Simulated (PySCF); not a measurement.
Excited-state calculation, with input and output: C$_{2}$H$_{4}$Ga$_{2}$O$_{4}$

- system: C$_{2}$H$_{4}$Ga$_{2}$O$_{4}$
- method: TDDFT CAM-B3LYP/def2-SVPD, vertical, gas phase, core orbitals frozen in the response (PySCF 2.14.0)

The geometry comes from this level: PBE0-D3(BJ)/def2-SVP.

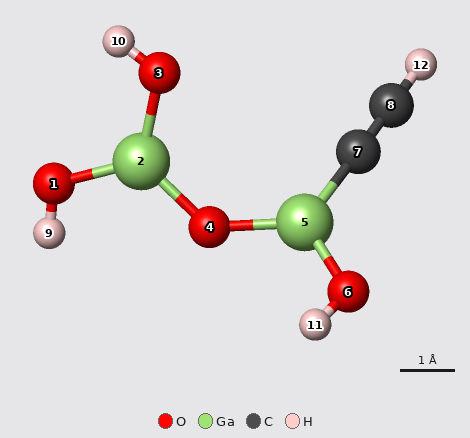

**Figure 1.** The structure (ball-and-stick view, seen at a tilt; atoms are numbered from 1 in the order of the input). Sticks mark near contacts. Bond lengths as drawn: C–C 1.22 Å, C–Ga 1.89 Å, C–H 1.08 Å, Ga–O 1.77 to 1.78 Å and H–O 0.96 Å.

## Summary

| quantity | value |
| --- | --- |
| outcome | converged |
| total energy | −4228.672465 hartree |
| HOMO | −9.89 eV |
| LUMO | −0.66 eV |
| dipole moment | 1.39 D |
| mean polarisability | 84.62 a.u. |
| vertical electron affinity | 0.08 eV |
| lowest singlet excitation | 5.56 eV |
| hardware | 1 CPU thread, shared host |
| wall time | 9.4 min |
| peak memory | 1.3 GiB |

Spin–orbit coupling is left out, which matters for the heavy atoms. Checks after the run noted: ip_vertical: SCF of the ion did not converge.

## Input file
```
{"job": {"kind": "uv", "xc": "CAM-B3LYP", "basis": "def2-SVPD", "nstates": 6, "ntriplets": 2, "ip": true}, "charge": 0, "multiplicity": 1}
O     -2.888328     1.357674    -1.396211
Ga    -1.329953     1.138227    -0.573504
O     -0.070655     2.372571    -0.752968
O     -1.039195    -0.259746     0.467989
Ga     0.436392    -1.064294     1.042575
O      0.325276    -1.822815     2.640754
C      2.022794    -1.199011     0.017288
C      3.029772    -1.265633    -0.663718
H     -3.507555     0.638691    -1.232533
H     -0.331821     3.098705    -1.329008
H     -0.534293    -1.694396     3.055783
H      3.923964    -1.325336    -1.259612
```

The first line tells a small driver script what to run in PySCF; the rest is the geometry in Å.

Launched with:
```bash
OMP_NUM_THREADS=1 python <driver script> task.json out
```

## Log
```
coarse grid: 55800 points
cycle   1  E = -4228.2388248566  dE = -1.325e-01  |g| = 1.562e+00  |ddm| = 7.897e+00
cycle   2  E = -4227.7434244675  dE =  4.954e-01  |g| = 2.314e+00  |ddm| = 5.597e+00
cycle   3  E = -4228.6682834047  dE = -9.249e-01  |g| = 1.385e-01  |ddm| = 3.384e+00
cycle   4  E = -4228.6708702418  dE = -2.587e-03  |g| = 9.131e-02  |ddm| = 3.166e-01
cycle   5  E = -4228.6723424289  dE = -1.472e-03  |g| = 2.156e-02  |ddm| = 1.203e-01
cycle   6  E = -4228.6724312558  dE = -8.883e-05  |g| = 7.452e-03  |ddm| = 3.576e-02
cycle   7  E = -4228.6724408942  dE = -9.638e-06  |g| = 2.082e-03  |ddm| = 1.669e-02
final grid: 115320 points
cycle   8  E = -4228.6724632873  dE =  3.711e-07  |g| = 2.750e-03  |ddm| = 6.461e-03
cycle   9  E = -4228.6724615392  dE =  1.748e-06  |g| = 4.059e-03  |ddm| = 7.354e-03
cycle  10  E = -4228.6724647040  dE = -3.165e-06  |g| = 3.355e-04  |ddm| = 4.345e-03
cycle  11  E = -4228.6724647254  dE = -2.136e-08  |g| = 6.615e-05  |ddm| = 4.902e-04
cycle  12  E = -4228.6724647268  dE = -1.377e-09  |g| = 3.250e-05  |ddm| = 1.221e-04
cycle  13  E = -4228.6724647273  dE = -5.766e-10  |g| = 1.119e-05  |ddm| = 9.304e-05
```

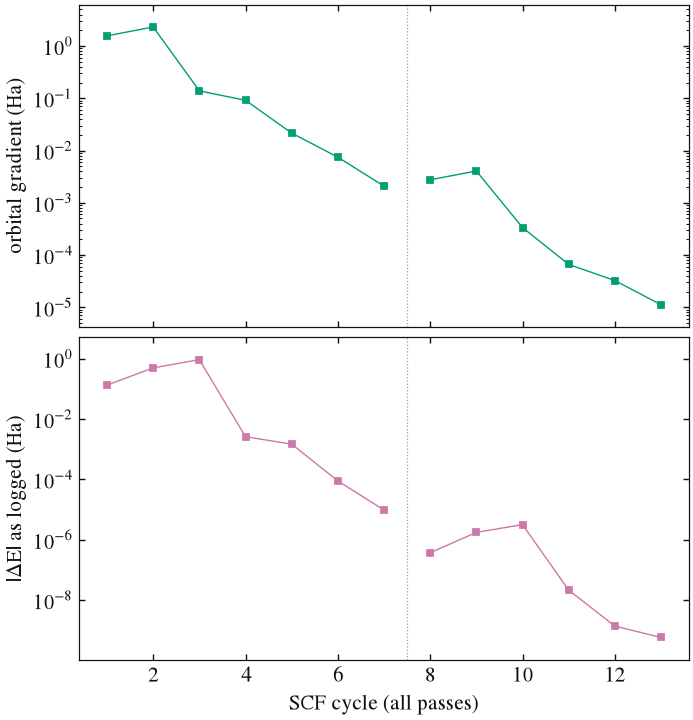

**Figure 2.** Convergence of the self-consistent field: orbital gradient and size of the energy change against the SCF cycle. The dotted line marks the change from a coarse to the final integration grid. The first 7 cycles use a coarse grid, the final grid takes over at cycle 8, and the field converges after 13 cycles in all.

```
converged SCF energy = -4228.6724647273

Static polarisability (au): isotropic 84.617, principal 65.752 87.567 100.533

Singlet excitations
state   eV       nm        f      main configurations
  1   5.5643    222.8   0.00002   H->L+1 0.86
  2   6.0199    206.0   0.01390   H-1->L+1 0.59, H->L+4 0.18
  3   6.3145    196.3   0.00162   H-1->L+4 0.39, H-1->L 0.15, H-2->L 0.13
  4   6.4287    192.9   0.00479   H-2->L 0.52, H-4->L 0.11, H-1->L+4 0.10
  5   6.4663    191.7   0.00113   H-3->L 0.81
  6   6.6903    185.3   0.07192   H-4->L 0.30, H->L 0.30, H-5->L 0.11

Triplet excitations (Tamm-Dancoff, eV): 4.7498 5.1347
Vertical electron affinity (delta-SCF) = 0.0805 eV
```

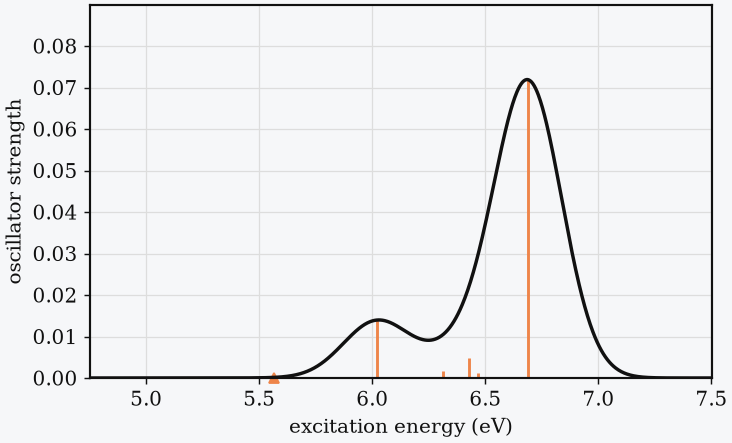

**Figure 3.** Computed excitations as sticks (degenerate states added up, dark ones marked on the axis), with a Gaussian envelope of 0.35 eV full width at half maximum, scaled to the tallest. Of the 6 states the lowest lies at 5.56 eV (f = 0.000); the strongest line is at 6.69 eV, or 185 nm (f = 0.072).

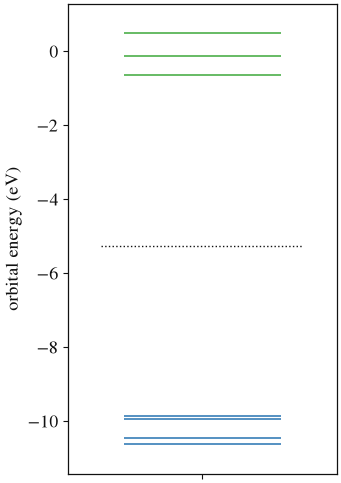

**Figure 4.** Orbital energies near the frontier; the dotted line parts filled from empty levels, and levels within 0.02 eV of each other stand side by side. Highest filled −9.89 eV, lowest empty −0.66 eV, 9.23 eV apart.
